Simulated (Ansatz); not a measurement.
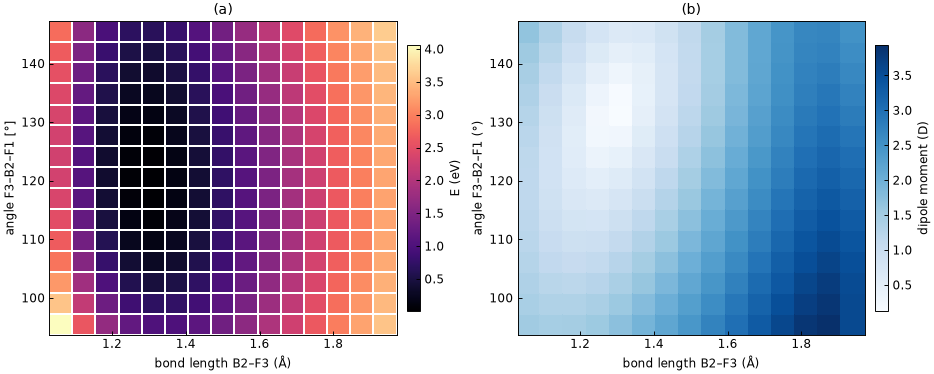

BF2, SMILES F[B]F, spin multiplicity 2. Coordinates scanned: (1) bond length B2–F3; (2) angle F3–B2–F1. Nothing is relaxed (all other coordinates rigid). The scan uses a 15 × 15 grid. All energies are given in eV relative to the relaxed molecule at the same level. The calculation used UHF/def2-TZVP in Ansatz 0.2.0.

Panel (a) is the energy; panel (b) is the computed dipole moment, in D.

In the figure: one coloured cell a grid point.

How does the dipole moment vary over the map, and what is it at the lowest grid point?

Answer. Leaving out the highest fifth of the energies, it runs from 0.12 D at bond length B2–F3 = 1.312 Å, angle F3–B2–F1 = 131.2° to 3.60 D at bond length B2–F3 = 1.752 Å, angle F3–B2–F1 = 95.5°. At the lowest grid point, bond length B2–F3 = 1.312 Å, angle F3–B2–F1 = 120.5°, it is 0.61 D.

```csv
"angle F3–B2–F1 ↓, bond length B2–F3 →",1.061,1.123,1.186,1.249,1.312,1.375,1.438,1.500,1.563,1.626,1.689,1.752,1.815,1.877,1.940
145.5,1.67,1.36,1.06,0.81,0.66,0.68,0.87,1.15,1.48,1.82,2.16,2.46,2.67,2.69,2.50
142.0,1.55,1.23,0.92,0.64,0.48,0.55,0.80,1.11,1.46,1.81,2.16,2.47,2.70,2.75,2.57
138.4,1.45,1.11,0.78,0.48,0.30,0.46,0.77,1.11,1.46,1.82,2.17,2.50,2.74,2.81,2.65
134.8,1.35,1.01,0.67,0.33,0.14,0.43,0.78,1.13,1.49,1.86,2.21,2.54,2.79,2.89,2.74
131.2,1.28,0.94,0.59,0.24,0.12,0.47,0.83,1.19,1.55,1.91,2.26,2.59,2.85,2.97,2.83
127.7,1.22,0.88,0.55,0.25,0.27,0.57,0.92,1.26,1.62,1.98,2.33,2.66,2.92,3.05,2.92
124.1,1.18,0.86,0.56,0.36,0.44,0.71,1.03,1.36,1.71,2.06,2.41,2.73,3.00,3.14,3.02
120.5,1.16,0.87,0.62,0.50,0.61,0.85,1.16,1.48,1.82,2.16,2.50,2.82,3.09,3.24,3.12
117.0,1.16,0.90,0.71,0.65,0.77,1.00,1.29,1.60,1.93,2.26,2.60,2.92,3.19,3.34,3.22
113.4,1.19,0.96,0.82,0.81,0.94,1.16,1.43,1.73,2.05,2.38,2.71,3.02,3.29,3.44,3.31
109.8,1.23,1.04,0.94,0.96,1.10,1.32,1.58,1.87,2.18,2.50,2.82,3.13,3.40,3.55,3.40
106.2,1.28,1.13,1.07,1.12,1.26,1.47,1.73,2.01,2.31,2.63,2.94,3.24,3.51,3.65,3.48
102.7,1.35,1.23,1.20,1.27,1.42,1.63,1.88,2.15,2.45,2.75,3.06,3.36,3.62,3.75,3.54
99.1,1.43,1.34,1.34,1.42,1.57,1.78,2.02,2.29,2.58,2.88,3.19,3.48,3.73,3.85,3.58
95.5,1.51,1.45,1.47,1.57,1.72,1.93,2.17,2.43,2.72,3.02,3.31,3.60,3.84,3.94,3.58
```
